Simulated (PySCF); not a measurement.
**C2H6Cl2Si, SMILES `C[Si](C)(Cl)Cl`: what the electrons do**

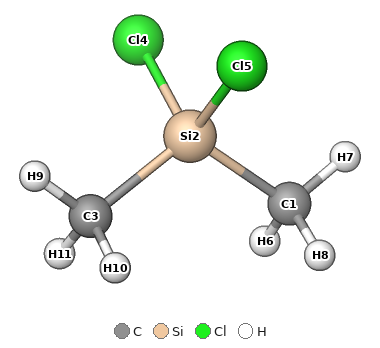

The molecule, with its atoms numbered as below. No frequency check shows the geometry to be a minimum.

Geometry (Å), atoms numbered from 1:

```
C1      -0.0047   -1.3611   -1.5817
Si2      0.0001   -0.3051   -0.0003
C3       0.0054   -1.3627    1.5799
Cl4     -1.6489    0.8847    0.0040
Cl5      1.6484    0.8855   -0.0034
H6      -0.8817   -1.9997   -1.6268
H7      -0.0179   -0.7375   -2.4719
H8       0.8723   -2.0032   -1.6274
H9       0.0183   -0.7401    2.4708
H10      0.8827   -2.0010    1.6243
H11     -0.8713   -1.9975    1.6350
```

### 1. Bonding charge

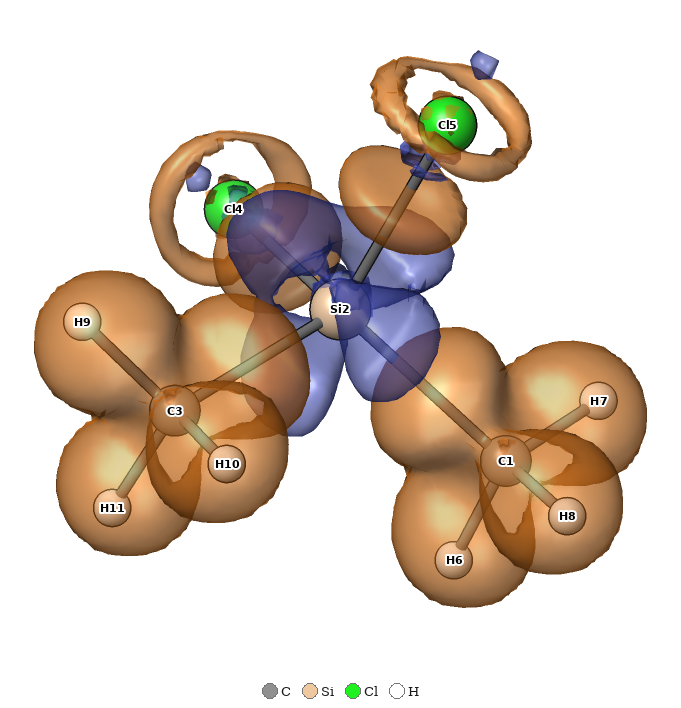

Deformation density (molecule less spherical, spin-averaged free atoms at the same positions), surfaces at ±0.08 e/Å³; orange: gain, blue: loss.

Method: CAM-B3LYP/aug-cc-pVDZ; geometry: GFN2-xTB; program: PySCF.

> How much density has each bond gained at its critical point, relative to the free atoms?

C3–H11: +0.67 e/Å³ at the bond critical point (bond length 1.08 Å). C1–H7 and C3–H9: +0.67 e/Å³ at the bond critical point (bond length 1.09 Å). C1–H6, C3–H10 and C1–H8: +0.66 e/Å³ at the bond critical point (bond length 1.09 Å). C1–Si2 and Si2–C3: +0.16 e/Å³ at the bond critical point (bond length 1.90 Å). Si2–Cl5 and Si2–Cl4: +0.02 e/Å³ at the bond critical point (bond length 2.03 Å); up to 0.6 Å beside the axis the gain reaches +0.20 e/Å³. In all, 2.6 electrons gather in the regions of gain relative to the promolecule. A small or negative value marks a very polar bond, one between electron-rich atoms, whose free-atom densities already overlap strongly, a long bond to a heavier atom, or a closed-shell contact such as a hydrogen bond.

> Where do the Hirshfeld charges lie?

The highest Hirshfeld charge is on Si2 (+0.42 e), the lowest on C1 and C3 (−0.24 e).

| atom | charge (e) |
| --- | --- |
| C1 | −0.24 |
| Si2 | +0.42 |
| C3 | −0.24 |
| Cl4 | −0.12 |
| Cl5 | −0.12 |
| H6 | +0.05 |
| H7 | +0.05 |
| H8 | +0.05 |
| H9 | +0.05 |
| H10 | +0.05 |
| H11 | +0.05 |

### 2. Electrostatic potential

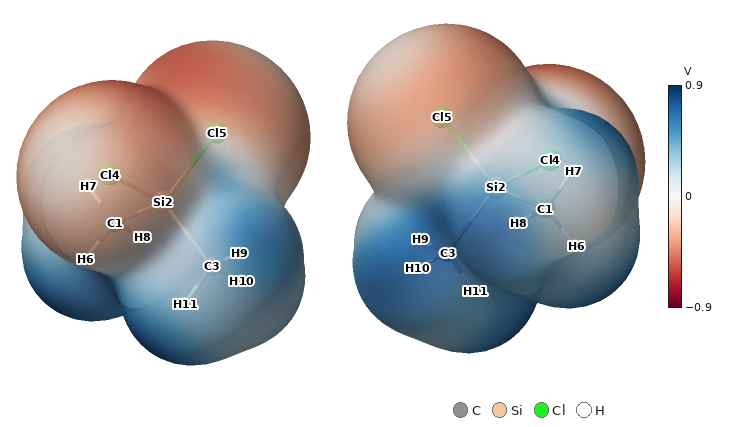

Electrostatic potential on the surface of electron density 0.001 a.u. (back view left, front view right).

> Where are the extremes of the potential on the surface?

Highest: 0.87 V, near H6 (1.74 Å) and H11 (1.88 Å), and at like points elsewhere. Lowest: −0.55 V, 2.1 Å from Cl4, and at like points elsewhere. Further minima include 0.18 V, near H7 (1.86 Å), H6 (1.91 Å), H8 (1.95 Å) and C1 (2.01 Å), and at like points elsewhere. The surface is sampled at points, so like sites can differ by a few per cent and only the strongest of them is named.

### 3. Removing or adding an electron

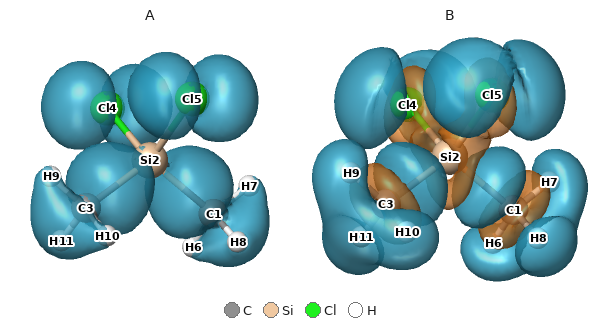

The Fukui function f⁻ from two separate SCF calculations and the density of the HOMO, at ±0.01 e/Å³ (light blue positive, orange negative).

Computed with PySCF, B3LYP/6-31+G*, geometry: GFN2-xTB.

> Which panel is which, and how good is the frozen-orbital picture?

B is f⁻ (it has negative regions), A the HOMO density. The HOMO lies on Cl4 and Cl5 (22 % each), C1 and C3 (16 % each) and Si2 (14 %); f⁻ (Hirshfeld-condensed) is largest on Cl4 and Cl5 (0.22 each); the vertical ionisation energy is 10.43 eV. Relaxation shifts 19 % of the electron between atoms. The orbital energy is −8.37 eV.

### 4. Localised orbitals

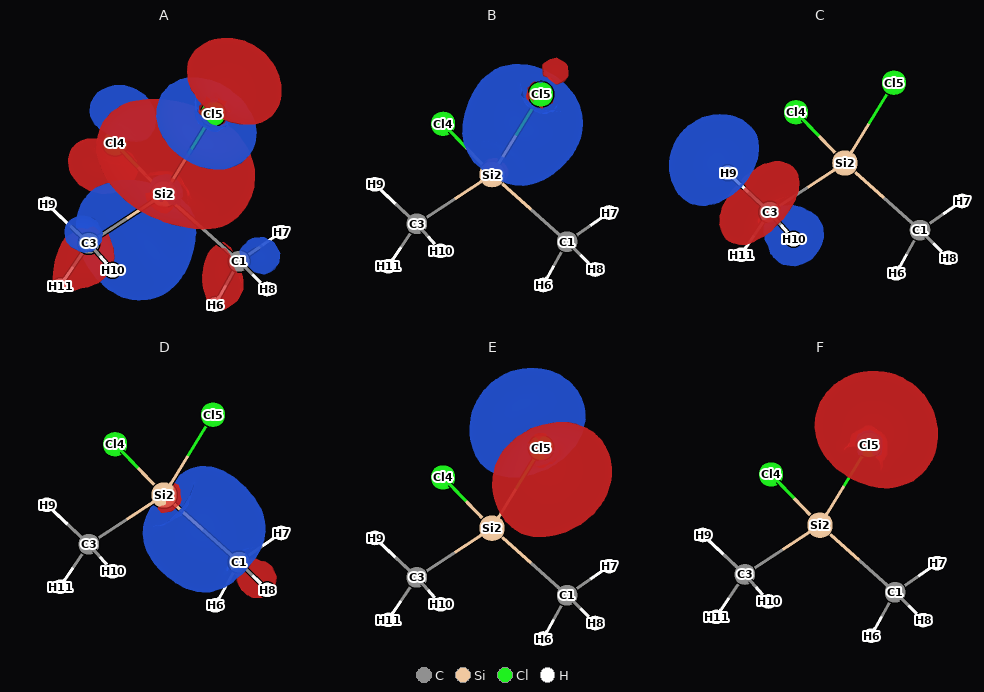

Intrinsic bond orbitals (IBO), occupied and valence-virtual; each surface holds about 80 % of the orbital's density. Energies are diagonal elements of the Fock matrix.

Method: CAM-B3LYP/cc-pVDZ; geometry: GFN2-xTB; program: PySCF.

> Identify each orbital.

By panel:
- A: σ* orbital Si2–Cl5, mostly on Si2 (Si2 70 %, Cl5 24 %, Cl4 3 %; 4.7 eV)
- B: σ bond Cl5–Si2 (Cl5 72 %, Si2 27 %; −18.6 eV)
- C: σ* orbital H9–C3 (H9 58 %, C3 42 %; 10.9 eV)
- D: σ bond C1–Si2 (C1 62 %, Si2 38 %; −14.1 eV)
- E: lone pair on Cl5 (p-type) (Cl5 96 %; −10.9 eV)
- F: lone pair on Cl5 (sp0.4-type) (Cl5 100 %; −19.4 eV)

### 5. Stretching a bond

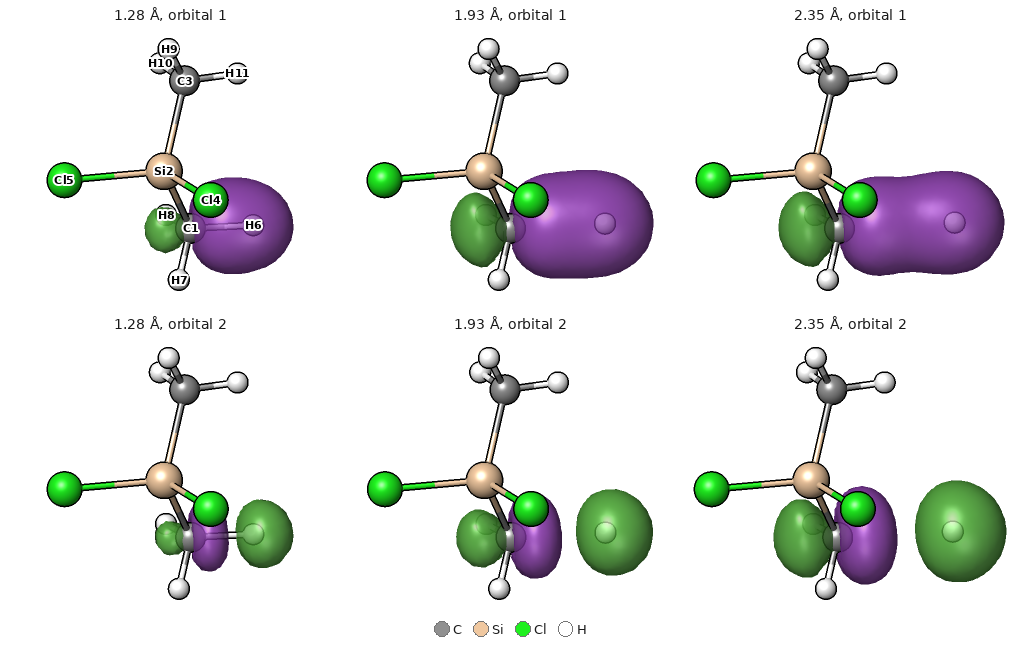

Rigid stretch of the C1–H6 bond. The two CASSCF(2,2) natural orbitals nearest half filling (orbital 1 the more occupied).

Method: 6-31G* basis; geometry: GFN2-xTB; program: PySCF.

> How do the occupations change along the stretch?

1.28 Å: 1.97 and 0.03; 1.93 Å: 1.82 and 0.18; 2.35 Å: 1.61 and 0.39. At the longest distance computed (3.00 Å) they are 1.29 and 0.71, and the effective number of unpaired electrons is 1.7.

> Where does the UHF solution part from RHF?

Between 1.44 Å (⟨S²⟩ = 0, the two coincide) and 1.66 Å (⟨S²⟩ = 0.03); at 3.00 Å ⟨S²⟩ is 0.99 and UHF lies 3.6 eV below RHF.

> How much energy does the stretch cost?

By CASSCF, 4.3 eV from the lowest point of the scan (1.07 Å) to 3.00 Å; RHF gives 7.4 eV from its own lowest point. The fragments aren't relaxed and dynamic correlation is missing, so this isn't a bond dissociation energy.

The PySCF runs shown took 44 s, 6.5 min, 27 s and 5.9 min on 1 thread of Intel(R) Xeon(R) Platinum 8259CL CPU @ 2.50GHz (Skylake/Cascade Lake) (shared host).
